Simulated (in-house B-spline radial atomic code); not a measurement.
**Many-body perturbation calculation for Ba²⁺**

Ba²⁺, core [Kr] 4d10 5s2 5p6. Computed at this level: relativistic RPA (time-dependent Dirac-Hartree-Fock) and second-order many-body perturbation theory, no-pair Dirac-Coulomb, closed shell, B-spline basis (in-house B-spline radial atomic code).

The input:
```
basis_form = 2
Z = 56
core_configuration = [Kr] 4d10 5s2 5p6
rms_radius = 4.8378
mass_number = 138
speed_of_light = 137.035999084
box_radius = 18.686
lmax = 7
intervals = 64
virtual_cutoff = 78400.0
```

Launched within a batch (the task file carries these settings):
```bash
python <driver script> task.json out
```

The program writes its results to a structured record and prints no log; tables and figures of this report are taken from that record.

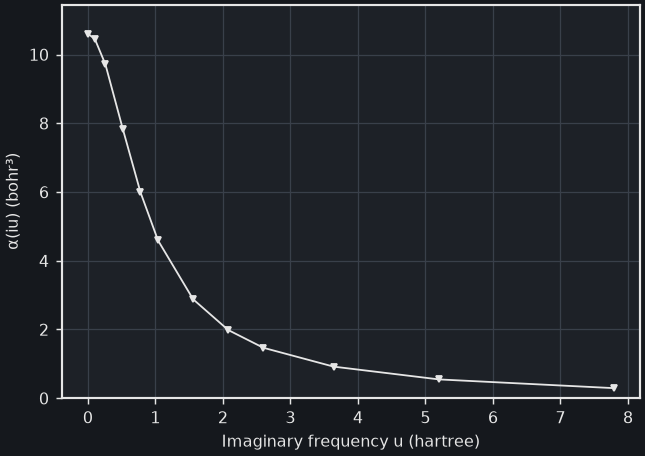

Figure 1. Dipole polarisability at imaginary frequency of Ba²⁺, [Kr] 4d¹⁰ 5s² 5p⁶. Relativistic RPA on Dirac–Hartree–Fock, no-pair Dirac–Coulomb, finite nucleus, computed with a B-spline radial code. The static dipole polarisability is 10.6 bohr³; α(iu) falls to half of it near u = 0.90 hartree. The Casimir–Polder integral gives C₆ = 78.2 hartree bohr⁶ for two such species.

Results in brief:

| quantity | value |
| --- | --- |
| outcome | converged |
| hardware | 1 CPU thread, shared host |
| wall time | 17 s |
